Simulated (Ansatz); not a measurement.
# Relaxing AlP(100) slab, H on both faces (72 atoms), part 2 of 3

Aim: bring AlP(100) slab, H on both faces (72 atoms) to a nearby minimum of the energy and see what moves.

Ansatz 0.2.0; Kohn-Sham DFT, PBE, PAW (set soft_2), plane waves.

The cell: 18 Al, 18 P and 36 H. Caps of real hydrogen don't mimic the fractional bonds of a polar compound. Sampling is at Γ alone, for a cell whose shortest periodic width is 12 Å.

So far. Step 2 (Single point at the start): The r.m.s. force component of 0.52 eV/Å sets the starting point.

### 3. Relaxation

The atoms are relaxed in the fixed cell, aiming at the force tolerance of the input.

Input file input.yaml:

```yaml
crystal:
  lattice:
    - [11.58877, 0.0, 0.0]
    - [0.0, 11.58877, 0.0]
    - [0.0, 0.0, 15.8293]
  atoms:
    [... the 72 atom lines of step 2 ...]
kpoints:
  mp_grid: { grid: [1, 1, 1] }
hamiltonian:
  xc: pbe
scf:
  occupations: { method: fermi_dirac, width: 0.05 }
output:
  forces: true
relax:
  f_tol: 0.05
  max_steps: 200
```

On the command line:

```console
ansatz run input.yaml --threads 4 --pin off --max-ram 8192MiB --backend cpu --events-out ev --progress --plain --runs-dir out
```

Numbers of over 12 decimals in the logs are rounded to 6 here.

The program printed:

```text
[...]
Crystal: 72 atoms, lattice volume = 2125.869 Å³
Basis set: ecut = 420 eV, 41605 PW (Γ), exchange–correlation on 160×160×216 points (8 copies of the dense FFT grid, shifted against one another)
Bands: 162, of which v1, the nominal top of the filled ones, is band 90 counted from 1 (89 counted from 0)
Symmetry: 1 space group operations
[...]
k-points: 1
[...]
SCF iter   1: F=—  HF=-23843.314006 eV  |F-HF|=—  |Δ(HF+E_count)|=         —  Δρ=5.44e-3  dr2=3.74e0  ethr=1.77e-3  ⟨swp⟩=10.0  Hψ=1073  notcnv=0  defer=21
[...]
SCF iter   9: F=-23843.101785 eV  HF=-23843.101782 eV  |F-HF|=3.66e-6  |Δ(HF+E_count)|=   8.11e-6  Δρ=2.76e-5  dr2=2.93e-5  ethr=3.47e-8  ⟨swp⟩=3.0  Hψ=482  notcnv=0
SCF 1 converged in 9 iterations: F = -23843.101785 eV  dr2 = 2.93e-5
[...]
relax step   1: F+E_penalty+E_count = -23843.10178532 eV  Δ(F+E_penalty+E_count) = +0.000e0 eV  max|allowed force component| = 2.069e0 eV/Å  Δτ_max = 0.0000 Å  (9 SCF iters, dr2 threshold 6.25e-5 eV, accepted)
[...]
relax step   2: F+E_penalty+E_count = -23844.80536933 eV  Δ(F+E_penalty+E_count) = -1.704e0 eV  max|allowed force component| = 6.016e-1 eV/Å  Δτ_max = 0.1925 Å  (9 SCF iters, dr2 threshold 1.00e-4 eV, accepted)
[...]
relax step   3: F+E_penalty+E_count = -23845.44318394 eV  Δ(F+E_penalty+E_count) = -6.378e-1 eV  max|allowed force component| = 4.824e-1 eV/Å  Δτ_max = 0.2000 Å  (10 SCF iters, dr2 threshold 2.26e-5 eV, accepted)
relax step   4: F+E_penalty+E_count = -23846.24010285 eV  Δ(F+E_penalty+E_count) = -7.969e-1 eV  max|allowed force component| = 6.775e-1 eV/Å  Δτ_max = 0.1991 Å  (9 SCF iters, dr2 threshold 1.97e-5 eV, accepted)
relax step   5: F+E_penalty+E_count = -23847.30681858 eV  Δ(F+E_penalty+E_count) = -1.067e0 eV  max|allowed force component| = 7.530e-1 eV/Å  Δτ_max = 0.1977 Å  (8 SCF iters, dr2 threshold 1.00e-4 eV, accepted)
relax step   6: F+E_penalty+E_count = -23848.50195363 eV  Δ(F+E_penalty+E_count) = -1.195e0 eV  max|allowed force component| = 6.442e-1 eV/Å  Δτ_max = 0.1949 Å  (7 SCF iters, dr2 threshold 1.00e-4 eV, accepted)
relax step   7: F+E_penalty+E_count = -23849.63510531 eV  Δ(F+E_penalty+E_count) = -1.133e0 eV  max|allowed force component| = 6.423e-1 eV/Å  Δτ_max = 0.1950 Å  (6 SCF iters, dr2 threshold 1.00e-4 eV, accepted)
relax step   8: F+E_penalty+E_count = -23850.75620984 eV  Δ(F+E_penalty+E_count) = -1.121e0 eV  max|allowed force component| = 6.145e-1 eV/Å  Δτ_max = 0.2000 Å  (6 SCF iters, dr2 threshold 1.00e-4 eV, accepted)
relax step   9: F+E_penalty+E_count = -23851.64625674 eV  Δ(F+E_penalty+E_count) = -8.900e-1 eV  max|allowed force component| = 4.851e-1 eV/Å  Δτ_max = 0.1949 Å  (6 SCF iters, dr2 threshold 1.00e-4 eV, accepted)
relax step  10: F+E_penalty+E_count = -23852.38849736 eV  Δ(F+E_penalty+E_count) = -7.422e-1 eV  max|allowed force component| = 3.729e-1 eV/Å  Δτ_max = 0.1955 Å  (6 SCF iters, dr2 threshold 1.00e-4 eV, accepted)
relax step  11: F+E_penalty+E_count = -23852.93298677 eV  Δ(F+E_penalty+E_count) = -5.445e-1 eV  max|allowed force component| = 2.475e-1 eV/Å  Δτ_max = 0.1912 Å  (6 SCF iters, dr2 threshold 8.22e-5 eV, accepted)
relax step  12: F+E_penalty+E_count = -23853.30661669 eV  Δ(F+E_penalty+E_count) = -3.736e-1 eV  max|allowed force component| = 1.953e-1 eV/Å  Δτ_max = 0.1918 Å  (7 SCF iters, dr2 threshold 2.70e-5 eV, accepted)
relax step  13: F+E_penalty+E_count = -23853.52952514 eV  Δ(F+E_penalty+E_count) = -2.229e-1 eV  max|allowed force component| = 1.369e-1 eV/Å  Δτ_max = 0.2000 Å  (6 SCF iters, dr2 threshold 1.68e-5 eV, accepted)
relax step  14: F+E_penalty+E_count = -23853.72190628 eV  Δ(F+E_penalty+E_count) = -1.924e-1 eV  max|allowed force component| = 1.313e-1 eV/Å  Δτ_max = 0.1959 Å  (7 SCF iters, dr2 threshold 9.21e-6 eV, accepted)
relax step  15: F+E_penalty+E_count = -23853.84379038 eV  Δ(F+E_penalty+E_count) = -1.219e-1 eV  max|allowed force component| = 1.613e-1 eV/Å  Δτ_max = 0.1916 Å  (7 SCF iters, dr2 threshold 8.47e-6 eV, accepted)
relax step  16: F+E_penalty+E_count = -23853.95275532 eV  Δ(F+E_penalty+E_count) = -1.090e-1 eV  max|allowed force component| = 1.566e-1 eV/Å  Δτ_max = 0.1959 Å  (6 SCF iters, dr2 threshold 2.39e-5 eV, accepted)
relax step  17: F+E_penalty+E_count = -23854.08792591 eV  Δ(F+E_penalty+E_count) = -1.352e-1 eV  max|allowed force component| = 2.273e-1 eV/Å  Δτ_max = 0.1965 Å  (6 SCF iters, dr2 threshold 2.31e-5 eV, accepted)
relax step  18: F+E_penalty+E_count = -23854.25813047 eV  Δ(F+E_penalty+E_count) = -1.702e-1 eV  max|allowed force component| = 2.918e-1 eV/Å  Δτ_max = 0.1953 Å  (6 SCF iters, dr2 threshold 4.87e-5 eV, accepted)
relax step  19: F+E_penalty+E_count = -23854.30390096 eV  Δ(F+E_penalty+E_count) = -4.577e-2 eV  max|allowed force component| = 8.313e-1 eV/Å  Δτ_max = 0.1968 Å  (6 SCF iters, dr2 threshold 8.51e-5 eV, accepted)
relax step  20: F+E_penalty+E_count = -23854.46357929 eV  Δ(F+E_penalty+E_count) = -1.597e-1 eV  max|allowed force component| = 2.126e-1 eV/Å  Δτ_max = 0.2000 Å  (5 SCF iters, dr2 threshold 1.00e-4 eV, accepted)
relax step  21: F+E_penalty+E_count = -23854.46621259 eV  Δ(F+E_penalty+E_count) = -2.633e-3 eV  max|allowed force component| = 3.458e-1 eV/Å  Δτ_max = 0.1950 Å  (7 SCF iters, dr2 threshold 2.95e-6 eV, accepted)
relax step  22: F+E_penalty+E_count = -23854.53909883 eV  Δ(F+E_penalty+E_count) = -7.289e-2 eV  max|allowed force component| = 2.378e-1 eV/Å  Δτ_max = 0.1541 Å  (6 SCF iters, dr2 threshold 7.82e-6 eV, accepted)
relax step  23: F+E_penalty+E_count = -23854.58315425 eV  Δ(F+E_penalty+E_count) = -4.406e-2 eV  max|allowed force component| = 1.469e-1 eV/Å  Δτ_max = 0.2000 Å  (6 SCF iters, dr2 threshold 2.67e-5 eV, accepted)
relax step  24: F+E_penalty+E_count = -23854.60142102 eV  Δ(F+E_penalty+E_count) = -1.827e-2 eV  max|allowed force component| = 1.151e-1 eV/Å  Δτ_max = 0.0756 Å  (6 SCF iters, dr2 threshold 8.23e-6 eV, accepted)
relax step  25: F+E_penalty+E_count = -23854.60447643 eV  Δ(F+E_penalty+E_count) = -3.055e-3 eV  max|allowed force component| = 1.129e-1 eV/Å  Δτ_max = 0.2000 Å  (7 SCF iters, dr2 threshold 5.05e-6 eV, accepted)
relax step  26: F+E_penalty+E_count = -23854.61842198 eV  Δ(F+E_penalty+E_count) = -1.395e-2 eV  max|allowed force component| = 3.290e-2 eV/Å  Δτ_max = 0.0553 Å  (6 SCF iters, dr2 threshold 7.82e-6 eV, accepted)
[...]
relax step  27: F+E_penalty+E_count = -23854.61842254 eV  Δ(F+E_penalty+E_count) = -5.559e-7 eV  max|allowed force component| = 3.296e-2 eV/Å  Δτ_max = 0.0000 Å  (3 SCF iters, accepted)
SCF converged after 3 iterations
Free energy (F): -23854.618423 eV
[...]
Internal energy: -23854.618423 eV  (E = F + TS)
E sigma→0 (E₀):  -23854.618423 eV
Entropy (-TS):   -0.000000 eV (-0.000 meV/atom)
Fermi energy:    0.002334 eV
[...]
--- Forces (eV/Å), atoms counted from 1 ---
  atom   1  Al     0.00183909    -0.00709629    -0.00437666
  atom   2  P      0.00663728     0.01253115     0.00361837
  atom   3  Al    -0.00200850     0.00514826     0.00851280
  atom   4  P     -0.00977195     0.00690572    -0.00580353
  atom   5  Al    -0.01762444     0.00641641     0.00732537
  atom   6  P      0.00237688     0.00765681     0.00796378
  atom   7  Al    -0.02738853     0.01195000     0.01974210
  atom   8  P      0.01059708    -0.02110059    -0.01817896
  atom   9  Al    -0.01345244     0.00077021    -0.00750375
  atom  10  P      0.02169706     0.00559103    -0.03268035
  atom  11  Al    -0.01875634     0.00612873     0.02544737
  atom  12  P      0.00024947    -0.02778216    -0.01943001
  atom  13  Al    -0.00279802    -0.01379581     0.02100870
  atom  14  P      0.01818253     0.00447135    -0.01261200
[...]
atom  71  H     -0.00453522     0.00157140     0.00544339
  atom  72  H     -0.00389681    -0.00665306    -0.00544268
  max |Σ_I F_I| component: 1.50e-4 eV/Å
--- Relaxed structure (27 steps of the walk, 27 accepted, 0 SCFs on fresh bases) ---
  F+E_penalty+E_count = -23854.61842254 eV   max|allowed force component| = 3.296e-2 eV/Å
  atoms:
    - { symbol: Al, position: [0.239961, 0.138902, 0.470534] }
    - { symbol: P, position: [0.261259, 0.300021, 0.378716] }
    - { symbol: Al, position: [0.088740, 0.354838, 0.606149] }
    - { symbol: P, position: [0.074414, 0.165327, 0.547162] }
[...]
- { symbol: H, position: [0.742132, -0.011231, 0.720109] }
```

It took 2.1 min on 4 threads of Arm Neoverse V2, shared host; peak memory 1.5 GiB.

Relaxation path (22 of 27):

| step | energy less that of the first step (eV) | largest force component (eV/Å) |
| --- | --- | --- |
| 1 | 0.0000 | 2.0691 |
| 2 | -1.7036 | 0.6016 |
| 3 | -2.3414 | 0.4824 |
| 5 | -4.2050 | 0.7530 |
| 6 | -5.4002 | 0.6442 |
| 7 | -6.5333 | 0.6423 |
| 8 | -7.6544 | 0.6145 |
| 10 | -9.2867 | 0.3729 |
| 11 | -9.8312 | 0.2475 |
| 12 | -10.2048 | 0.1953 |
| 13 | -10.4277 | 0.1369 |
| 15 | -10.7420 | 0.1613 |
| 16 | -10.8510 | 0.1566 |
| 17 | -10.9861 | 0.2273 |
| 18 | -11.1563 | 0.2918 |
| 20 | -11.3618 | 0.2126 |
| 21 | -11.3644 | 0.3458 |
| 22 | -11.4373 | 0.2378 |
| 23 | -11.4814 | 0.1469 |
| 25 | -11.5027 | 0.1129 |
| 26 | -11.5166 | 0.0329 |
| 27 | -11.5166 | 0.0330 |

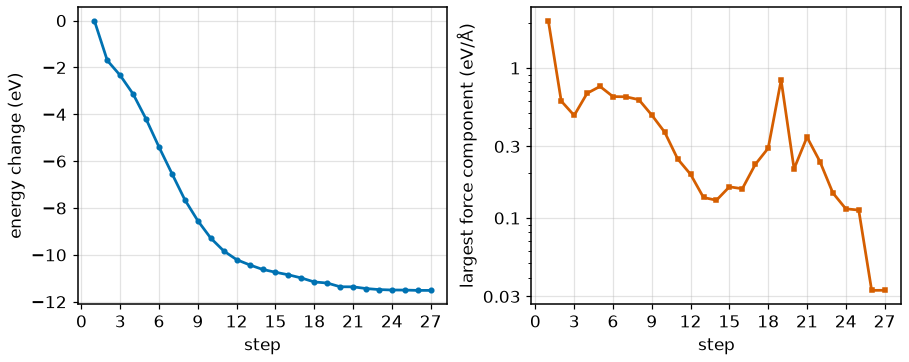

Energy and largest force along the relaxation.

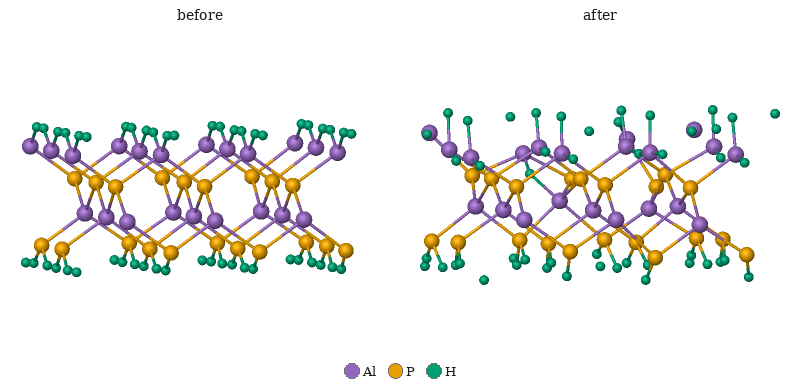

Before and after, at one scale. Bonds to atoms that aren't drawn are left out.

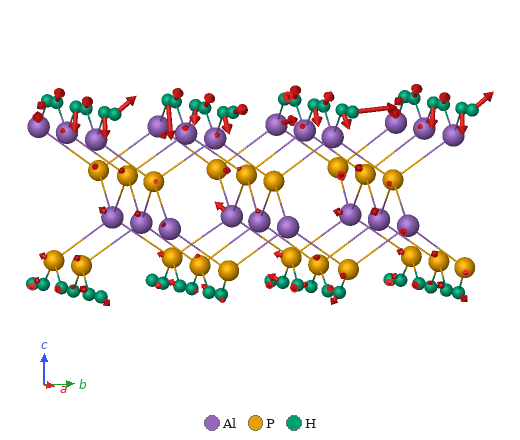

Displacements in the relaxation, scaled; the longest in the cell stands for 2.35 Å. Bonds to atoms that aren't drawn are left out. Some periodic images of atoms are drawn too.

The atoms that moved most (Å):

| atom | dx | dy | dz | length |
| --- | --- | --- | --- | --- |
| H43 | -0.008 | 2.337 | 0.239 | 2.349 |
| H40 | 0.251 | 0.107 | -1.991 | 2.010 |
| H39 | 1.624 | 0.259 | 0.256 | 1.665 |
| H63 | 1.213 | 0.058 | 0.732 | 1.417 |
| H60 | 1.175 | -0.087 | 0.706 | 1.374 |
| H56 | 1.104 | -0.207 | 0.737 | 1.344 |
| H59 | 0.504 | -0.206 | -1.218 | 1.334 |
| H48 | 0.044 | 1.024 | 0.849 | 1.331 |

The relaxation changed the energy by -160 meV/atom, and atoms moved by 0.79 Å r.m.s., 2.3 Å at most.

### 4. Distances and neighbours after relaxation

Bonds before and after, by the cutoffs listed below:

| pair | bonds before | bonds after | mean before (Å) | mean after (Å) | spread before (Å) | spread after (Å) |
| --- | --- | --- | --- | --- | --- | --- |
| H-Al | 18 | 26 | 1.581 | 1.721 | 0.023 | 0.152 |
| H-P | 18 | 18 | 1.414 | 1.419 | 0.040 | 0.006 |
| Al-P | 54 | 52 | 2.366 | 2.379 | 0.031 | 0.061 |

Normalised to the volume that the atoms fill. Pair distribution functions g(r), in bins of 0.2 Å:

| r (Å) | total | H-H | H-Al | H-P | Al-Al | Al-P | P-P |
| --- | --- | --- | --- | --- | --- | --- | --- |
| 1.40 | 1.67 | 0.00 | 0.00 | 6.65 | 0.00 | 0.00 | 0.00 |
| 1.60 | 1.09 | 0.00 | 4.35 | 0.00 | 0.00 | 0.00 | 0.00 |
| 1.80 | 0.80 | 1.31 | 1.89 | 0.00 | 0.00 | 0.00 | 0.00 |
| 2.00 | 0.24 | 0.60 | 0.38 | 0.00 | 0.00 | 0.00 | 0.00 |
| 2.20 | 0.67 | 1.65 | 0.16 | 0.00 | 0.00 | 1.75 | 0.00 |
| 2.40 | 1.52 | 0.25 | 0.00 | 0.00 | 0.00 | 11.66 | 0.00 |
| 2.60 | 0.36 | 1.23 | 0.00 | 0.00 | 0.00 | 0.45 | 0.00 |
| 2.80 | 0.59 | 0.49 | 0.29 | 1.60 | 0.00 | 0.00 | 0.00 |
| 3.00 | 0.58 | 0.08 | 0.51 | 1.42 | 0.69 | 0.33 | 0.00 |
| 3.20 | 1.10 | 0.51 | 2.42 | 1.34 | 0.28 | 0.00 | 0.29 |
| 3.40 | 0.51 | 0.07 | 0.85 | 0.71 | 1.29 | 0.00 | 0.27 |
| 3.60 | 0.72 | 0.93 | 0.34 | 0.54 | 2.29 | 0.11 | 1.85 |
| 3.80 | 1.32 | 0.82 | 0.58 | 0.67 | 5.19 | 0.10 | 7.42 |
| 4.00 | 1.31 | 1.34 | 0.89 | 1.03 | 3.25 | 0.38 | 4.00 |
| 4.20 | 0.98 | 0.60 | 1.40 | 0.85 | 0.69 | 1.44 | 0.69 |
| 4.40 | 0.96 | 0.71 | 0.75 | 0.90 | 0.64 | 2.58 | 0.16 |
| 4.60 | 0.88 | 0.85 | 0.64 | 0.75 | 0.14 | 2.49 | 0.00 |
| 4.80 | 0.64 | 0.59 | 0.81 | 0.48 | 0.40 | 1.11 | 0.13 |
| 5.00 | 0.82 | 0.57 | 1.06 | 1.10 | 0.49 | 0.73 | 0.23 |
| 5.20 | 0.78 | 0.56 | 0.72 | 1.25 | 0.78 | 0.34 | 0.89 |
| 5.40 | 0.57 | 0.57 | 0.49 | 0.70 | 0.83 | 0.10 | 1.02 |
| 5.60 | 0.55 | 0.69 | 0.62 | 0.36 | 1.04 | 0.19 | 0.66 |
| 5.80 | 0.65 | 0.49 | 0.65 | 0.60 | 0.36 | 1.20 | 0.63 |
| 6.00 | 0.76 | 0.54 | 0.71 | 0.67 | 0.33 | 1.88 | 0.33 |
| 6.20 | 0.62 | 0.53 | 0.76 | 0.94 | 0.31 | 0.27 | 0.23 |
| 6.40 | 0.71 | 0.44 | 0.77 | 1.02 | 1.40 | 0.14 | 0.66 |
| 6.60 | 0.68 | 0.42 | 0.69 | 0.71 | 1.04 | 0.44 | 1.65 |
| 6.80 | 0.69 | 0.49 | 0.65 | 0.67 | 0.91 | 0.80 | 1.38 |

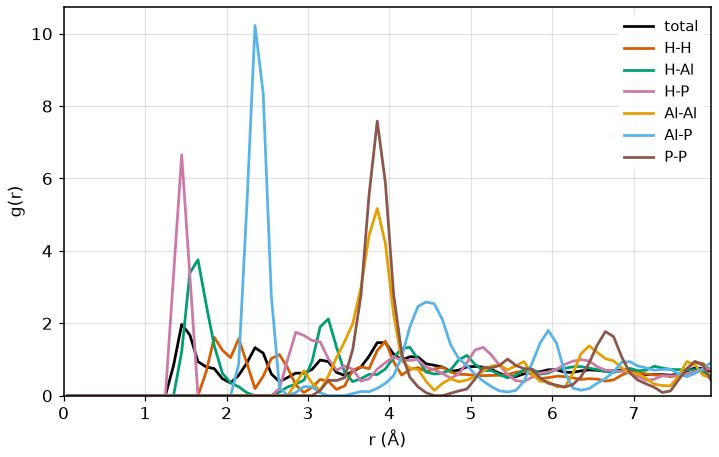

Pair distribution functions, lightly smoothed.

Bonds by pair of elements; cutoffs follow the first minimum of g(r), held within bounds set by covalent radii, and pairs that aren't listed don't count as bonded:

| pair A-B | cutoff (Å) | bonds | mean length (Å) | spread (Å) | shortest (Å) | B about A | A about B |
| --- | --- | --- | --- | --- | --- | --- | --- |
| H-Al | 2.2 | 26 | 1.72 | 0.152 | 1.58 | 0.722 | 1.44 |
| H-P | 1.73 | 18 | 1.42 | 0.006 | 1.41 | 0.5 | 1 |
| Al-P | 2.77 | 52 | 2.38 | 0.061 | 2.26 | 2.89 | 2.89 |

How many atoms have how many bonded neighbours:

| element | mean | 1 | 2 | 3 | 4 | 5 |
| --- | --- | --- | --- | --- | --- | --- |
| Al | 4.33 | 0 | 0 | 0 | 12 | 6 |
| H | 1.22 | 28 | 8 | 0 | 0 | 0 |
| P | 3.89 | 0 | 0 | 2 | 16 | 0 |

Bond angles, per cent of each kind in bins of 5°:

| angle (°) | P-Al-P | Al-P-Al | H-Al-P | Al-P-H | H-Al-H |
| --- | --- | --- | --- | --- | --- |
| 75–80 | 0.0 | 1.8 | 4.3 | 0.0 | 4.2 |
| 80–85 | 0.0 | 0.0 | 10.6 | 0.0 | 4.2 |
| 85–90 | 3.3 | 0.0 | 17.0 | 0.0 | 8.3 |
| 90–95 | 0.0 | 5.3 | 8.5 | 0.0 | 4.2 |
| 95–100 | 8.2 | 5.3 | 19.1 | 0.0 | 20.8 |
| 100–105 | 9.8 | 15.8 | 2.1 | 2.8 | 4.2 |
| 105–110 | 36.1 | 36.8 | 2.1 | 33.3 | 12.5 |
| 110–115 | 24.6 | 19.3 | 4.3 | 25.0 | 8.3 |
| 115–120 | 11.5 | 8.8 | 12.8 | 30.6 | 12.5 |
| 120–125 | 3.3 | 5.3 | 10.6 | 2.8 | 0.0 |
| 125–130 | 3.3 | 1.8 | 4.3 | 2.8 | 0.0 |
| 130–135 | 0.0 | 0.0 | 0.0 | 0.0 | 0.0 |
| 135–140 | 0.0 | 0.0 | 0.0 | 2.8 | 0.0 |
| 140–145 | 0.0 | 0.0 | 0.0 | 0.0 | 4.2 |
| 145–150 | 0.0 | 0.0 | 0.0 | 0.0 | 0.0 |
| 150–155 | 0.0 | 0.0 | 2.1 | 0.0 | 0.0 |
| 155–160 | 0.0 | 0.0 | 0.0 | 0.0 | 0.0 |
| 160–165 | 0.0 | 0.0 | 0.0 | 0.0 | 8.3 |
| 165–170 | 0.0 | 0.0 | 0.0 | 0.0 | 0.0 |
| 170–175 | 0.0 | 0.0 | 0.0 | 0.0 | 4.2 |
| 175–180 | 0.0 | 0.0 | 2.1 | 0.0 | 4.2 |

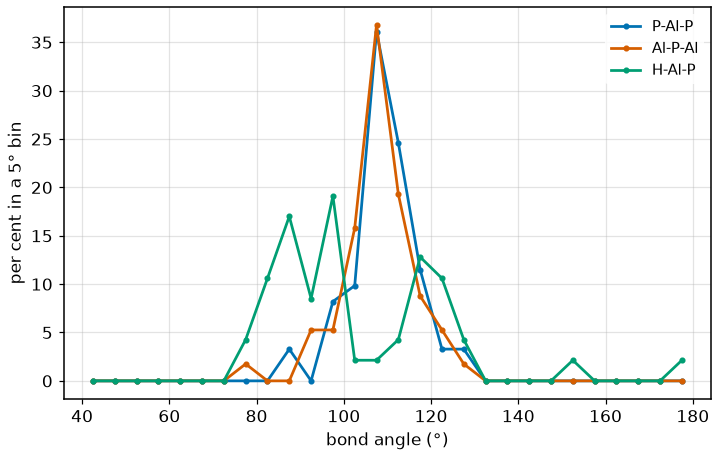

Distributions of the most common bond angles.

Bond angles (no mean is given where the spread exceeds 20°):

| angle | count | mean (°) | spread (°) |
| --- | --- | --- | --- |
| P-Al-P | 61 | 109 | 8.1 |
| Al-P-Al | 57 | 108 | 8.4 |
| H-Al-P | 47 | 103 | 19.8 |
| Al-P-H | 36 | 113 | 6.8 |
| H-Al-H | 24 | - | - |

Bond length by coordination (bonds to H left out):

| element | coordination | atoms | mean bond length (Å) |
| --- | --- | --- | --- |
| Al | 4 | 12 | 2.37 |
| Al | 5 | 6 | 2.42 |
| P | 3 | 2 | 2.32 |
| P | 4 | 16 | 2.39 |

Counting bonds as in the table, 67 % of Al atoms have 4, 78 % of H atoms have 1 and 89 % of P atoms have 4 bonded neighbours. The P-Al-P angle averages 109° with a spread of 8°.

(Continued in part 3 of 3.)

[Logs are printed without paths, hosts, clocks, repeated set-up lines and the standing remarks that a program may print on its own settings, such as how far it seeks lower states.]

[Hosts, paths, dates, database ids (printed as entryN), source tags and the programs' standing remarks are cut or masked in the printed files.]
